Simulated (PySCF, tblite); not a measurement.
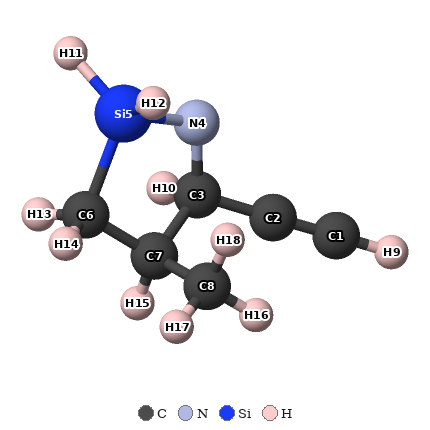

First-order isotropic EPR spectrum (fast tumbling, first derivative) of C₆H₁₀NSi, SMILES C#C[C@@H]1[N][SiH2]C[C@@H]1C, doublet at 9.75 GHz, Lorentzian lines of 0.40 mT full width at half height, from computed g and hyperfine couplings (B3LYP/pcH-1 in PySCF 2.14.0, at a GFN2-xTB geometry (a minimum by its frequencies), gas phase); values of one conformer, averaged over methyl-type rotors alone; other conformers aren't averaged in; no vibrational averaging; dilute isotopes left out. The SMILES is one Lewis form and needn't show where the spin sits.

Give g and the hyperfine couplings.

Answer. g_iso = 2.0055, which centres the spectrum at 347.4 mT; it spans 15.2 mT.

```
       nuclei  isotope  a (mT)  a (MHz)
          H10       ¹H    8.01    224.9
          H12       ¹H    2.92     82.1
          H11       ¹H    2.09     58.6
           N4      ¹⁴N    1.03     28.9
          H14       ¹H    0.08      2.3
          H15       ¹H   −0.07     −1.9
H16, H17, H18       ¹H    0.02      0.6
          H13       ¹H   −0.02     −0.6
           H9       ¹H    0.02      0.5
```

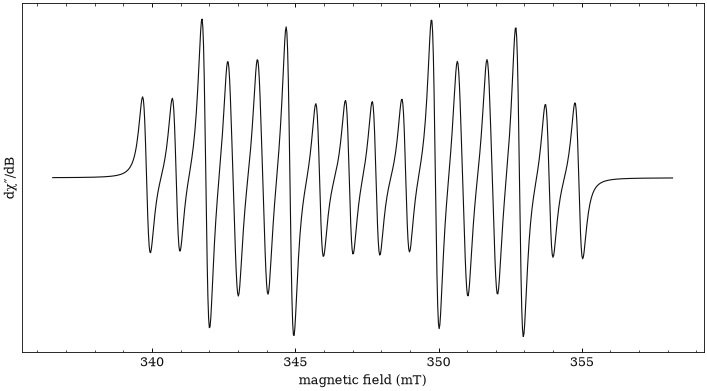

Caveats: the tight-binding geometry is rougher than a DFT one and adds to the error.
